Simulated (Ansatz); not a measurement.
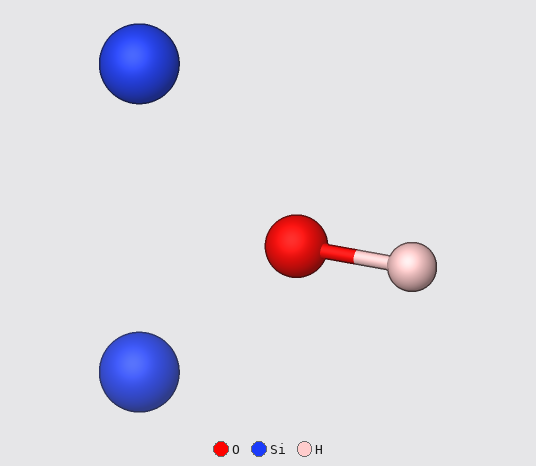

The structure as it stands in the input.

Input file:

```yaml
crystal:
  periodic: [false, false, false]
  atoms:
    - {symbol: O, position_ang: [-0.230871, 0.144674, -0.381507]}
    - {symbol: Si, position_ang: [-0.095392, 0.670997, 1.557961]}
    - {symbol: Si, position_ang: [1.093918, -1.296706, 0.092089]}
    - {symbol: H, position_ang: [-0.767654, 0.481034, -1.268543]}
basis:
  gaussian: {orbitals: def2-SVP}
total_charge: 1
hamiltonian: {xc: pbe, dispersion: d4}
relax: {f_tol: 0.03, max_steps: 250}
```

It was started with:

```sh
ansatz run in.yaml --threads 2 --pin off --events-out ev --progress --plain --max-ram 4352MiB
```

What the program printed:

```
Functional definition: PBE
  name "PBE"
  cite "Perdew, Burke & Ernzerhof, Phys. Rev. Lett. 77, 3865 (1996) doi:10.1103/PhysRevLett.77.3865"
  parent pbe
  parameter kappa = 0.804
  parameter beta = 0.06672455060314922
  exchange = pbe_x(kappa = kappa, mu = beta*pi^2/3)
  correlation = pbe_c(beta = beta)
593 factors; their error is unknown
mean field evaluation 1: about -17771.7886 eV, gradient 1.0e2 eV
mean field evaluation 2: about -17570.6656 eV, gradient 2.0e2 eV
mean field evaluation 4: about -17790.0437 eV, gradient 2.2e1 eV
mean field evaluation 8: about -17792.0935 eV, gradient 7.5e-1 eV
mean field evaluation 16: about -17792.0320 eV, gradient 2.0e-4 eV
mean field -17792.03198181 eV, -653.8451154592 hartree, gradient 2.4e-5 eV, S^2 0.000000; 0 other end points of the search recorded, 0 dependent functions left out
the calculation of the forces begins
reference -17792.03201135 eV, -653.8451165446 hartree; 18, 18 occupied and 37, 37 virtual orbitals, 593 factors
relax step   1: F+E_penalty+E_count = -17792.12747762 eV  Δ(F+E_penalty+E_count) = +0.000e0 eV  max|allowed force component| = 2.649e0 eV/Å  Δτ_max = 0.0000 Å  (31 SCF iters, accepted)
these checks for a lower state are left out or cut short: starts, cluster_reference, orbital_swaps, neighbouring_geometries, increment
593 factors; their error is unknown
mean field -17792.53267917 eV, -653.8635157476 hartree, gradient 6.5e-6 eV, S^2 0.000000; 0 other end points of the search recorded, 0 dependent functions left out
the calculation of the forces begins
reference -17792.53270857 eV, -653.8635168281 hartree; 18, 18 occupied and 37, 37 virtual orbitals, 593 factors
relax step   2: F+E_penalty+E_count = -17792.62247138 eV  Δ(F+E_penalty+E_count) = -4.950e-1 eV  max|allowed force component| = 1.067e0 eV/Å  Δτ_max = 0.1545 Å  (32 SCF iters, accepted)
these checks for a lower state are left out or cut short: starts, cluster_reference, orbital_swaps, neighbouring_geometries, increment
593 factors; their error is unknown
mean field evaluation 32: about -17792.6764 eV, gradient 1.7e-1 eV
mean field -17792.67675920 eV, -653.8688105910 hartree, gradient 1.5e-5 eV, S^2 0.000000; 0 other end points of the search recorded, 0 dependent functions left out
the calculation of the forces begins
reference -17792.67678803 eV, -653.8688116505 hartree; 18, 18 occupied and 37, 37 virtual orbitals, 593 factors
relax step   3: F+E_penalty+E_count = -17792.76719295 eV  Δ(F+E_penalty+E_count) = -1.447e-1 eV  max|allowed force component| = 3.880e-1 eV/Å  Δτ_max = 0.0997 Å  (27 SCF iters, accepted)
these checks for a lower state are left out or cut short: starts, cluster_reference, orbital_swaps, neighbouring_geometries, increment
593 factors; their error is unknown
mean field -17792.68236705 eV, -653.8690166759 hartree, gradient 8.1e-6 eV, S^2 0.000000; 0 other end points of the search recorded, 0 dependent functions left out
the calculation of the forces begins
reference -17792.68239596 eV, -653.8690177382 hartree; 18, 18 occupied and 37, 37 virtual orbitals, 593 factors
relax step   4: F+E_penalty+E_count = -17792.77274744 eV  Δ(F+E_penalty+E_count) = -5.554e-3 eV  max|allowed force component| = 2.795e-2 eV/Å  Δτ_max = 0.0145 Å  (25 SCF iters, accepted)
593 factors; their error is unknown
mean field -17792.68236705 eV, -653.8690166759 hartree, gradient 8.1e-6 eV, S^2 0.000000; 1 other end points of the search recorded, 0 dependent functions left out
the calculation of the forces begins
reference -17792.68239596 eV, -653.8690177382 hartree; 18, 18 occupied and 37, 37 virtual orbitals, 593 factors
Total energy: -17792.77277635 eV, -653.8723391562 hartree
Atom 0 at    -0.212765     0.133343    -0.351614 Å, force    -0.015095     0.009371    -0.024844 eV/Å
Atom 1 at    -0.086006     0.611791     1.423812 Å, force     0.000100    -0.001100    -0.002820 eV/Å
Atom 2 at     0.999551    -1.184254     0.085819 Å, force    -0.001956     0.002301    -0.000288 eV/Å
Atom 3 at    -0.700778     0.439120    -1.158016 Å, force     0.016951    -0.010571     0.027952 eV/Å
Dipole moment:    -0.107064     0.067078    -0.176907 e Å
```
